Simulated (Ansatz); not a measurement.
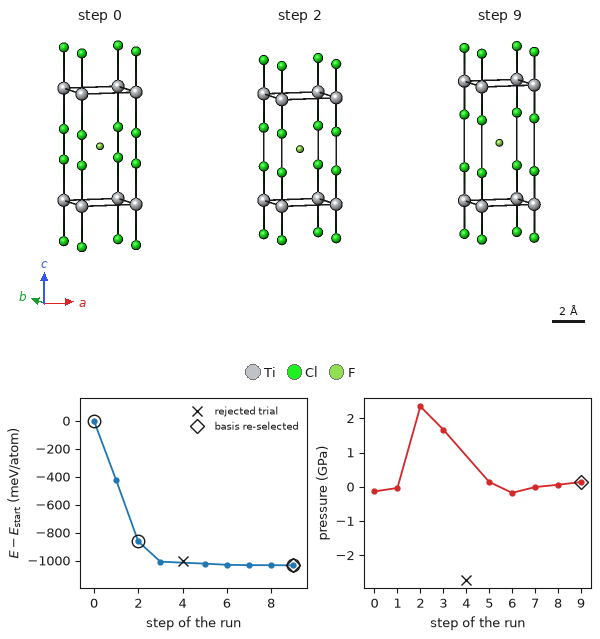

Frames of a relaxation of solid TiCl2F (a generated structure, set up in P4/mmm) (coarse preliminary run), marked on the history of the run. The picture is a ball-and-stick view of the cell of the calculation, seen slightly off an axis.

Method: Ansatz 0.2.0, DFT PBE, scalar-relativistic, plane waves, PAW.

Input file:
```yaml
crystal:
  lattice:
    - [3.66624325, 0.0, 0.0]
    - [0.0, 3.66624325, 0.0]
    - [0.0, 0.0, 7.23419767]
  atoms:
    - { symbol: Ti, position: [0.0, 0.0, 0.0], spin: 1.0 }
    - { symbol: Cl, position: [0.0, 0.0, 0.6362111] }
    - { symbol: Cl, position: [0.0, 0.0, 0.3637889] }
    - { symbol: F, position: [0.5, 0.5, 0.5] }
basis:
  ecutwfc: 420
kpoints:
  mp_grid: { grid: [6, 6, 4] }
hamiltonian:
  xc: pbe
scf:
  occupations: { method: gaussian, width: 0.1 }
  lower_state_search: "off"
output:
  forces: true
  stress: true
  eigenvalues: true
  populations: true
magnetization:
  spin_polarized: true
relax:
  adjacent_minimum: "off"
  f_tol: 0.04
  max_steps: 70
  cell: { stress_tol: 0.4 }
```

Command:
```bash
ansatz run input.yaml --threads 1 --pin off --max-ram 2560MiB --backend cpu --events-out ev --progress --plain --runs-dir out
```

> What happens along the run?

The energy falls by 1034 meV per atom in 7 accepted moves (9 points after the start). Largest force component: 5.6 eV/Å at the start, 0.0086 eV/Å at the end. The pressure goes from −0.14 to 0.14 GPa. The line search rejected the trial step at point 4 of the run. The SCF was repeated once at an unchanged geometry on a basis and grid sized afresh for the cell, which shifted the energy by 1.3 meV per atom at most. The largest moves relative to the cell, 0.65 Å, are those of Cl2 and Cl3. Cl3 goes along −c. F and Ti stay in place. Cell: a = b 3.666 → 3.542 Å (−3.4 %), c 7.234 → 7.696 Å (+6.4 %). Volume −0.7 %. Near-neighbour distances that change, for instance: Cl2–Cl3 1.971 → 3.403 Å, Ti1–Cl2 2.632 → 2.147 Å. Bonds break: Cl2–Cl3 (1.97 → 3.40 Å). The space group stays P4/mmm (No. 123). From step 0 to 2: Cl atoms move most (0.32 Å), volume −4.7 %, energy −863 meV per atom. From step 2 to 9: Cl atoms move most (0.30 Å), volume +4.2 %, energy −171 meV per atom.
